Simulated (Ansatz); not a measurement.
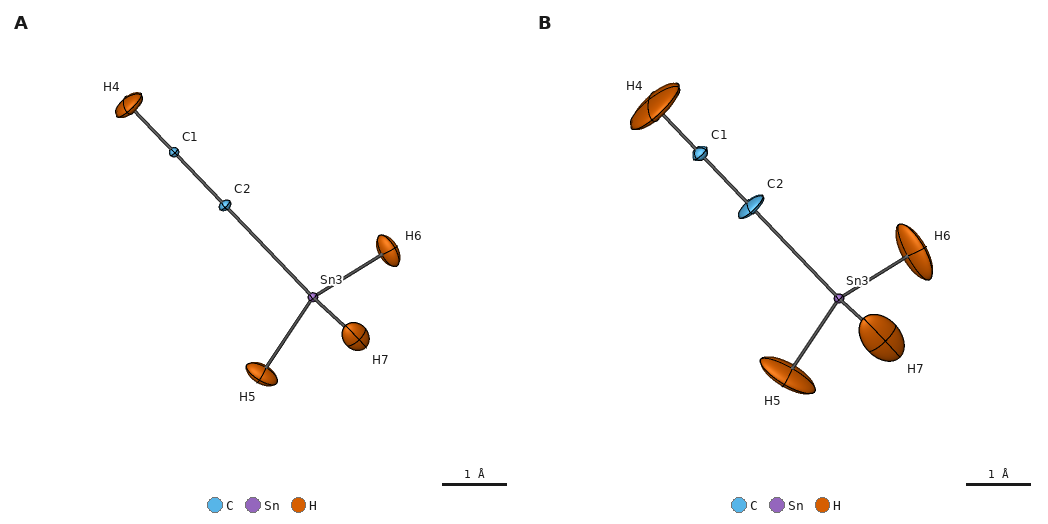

Displacement ellipsoids at the 50 % level, from the internal vibrations of the free molecule (harmonic, no overall translation or rotation; no half-axis is drawn under 0.075 Å). Vibrations computed with RKS PBE0-D4/def2-TZVP, core potentials on Sn (Ansatz 0.2.0). One panel is for 0 K (zero-point motion alone), the other for 900 K.

Question: Which panel is for 900 K?

Answer: B.

Question: How much does the mean-square displacement of C2 grow, and why?

Answer: U_eq goes from 0.0035 to 0.0196 Å², a factor of 5.6. Modes below kT (626 cm⁻¹ at 900 K) grow about in proportion to T, and the lowest lies at 194 cm⁻¹; the mean-square amplitude of a mode is its zero-point value times coth(ħω/2kT), which comes close to 1 only above about 3kT.
